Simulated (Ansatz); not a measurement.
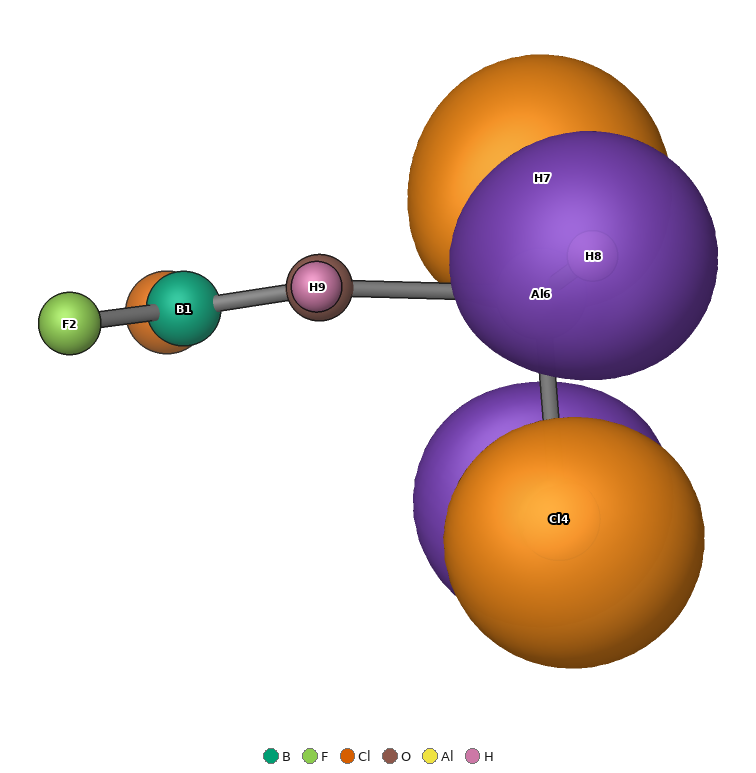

The picture shows: AlBCl₂FH₃O. One frontier orbital at ±0.08 Å⁻³ᐟ² (orange and purple are the two phases), seen from one side.

Theory: RKS revPBE/def2-SVP in Ansatz.

```
atom    x (Å)    y (Å)    z (Å)
   B   0.6165  -0.1940   0.7123
   F   0.5989   0.6231   1.7644
  Cl   1.7243   0.0281  -0.6156
  Cl  -2.0136  -1.3480  -2.0887
   O  -0.2783  -1.2653   0.7022
  Al  -1.0129  -2.6818  -0.7190
   H   0.3392  -3.3582  -1.2297
   H  -1.9548  -3.3395   0.4046
   H  -0.8506  -1.3011   1.4976
```

**Which orbital is it: HOMO or LUMO?**

The HOMO, at −6.45 eV. Its weight (Hirshfeld) is mainly on Cl4 (about 45 %), Al6 (about 20 %), H7 (about 20 %) and H8 (about 20 %).
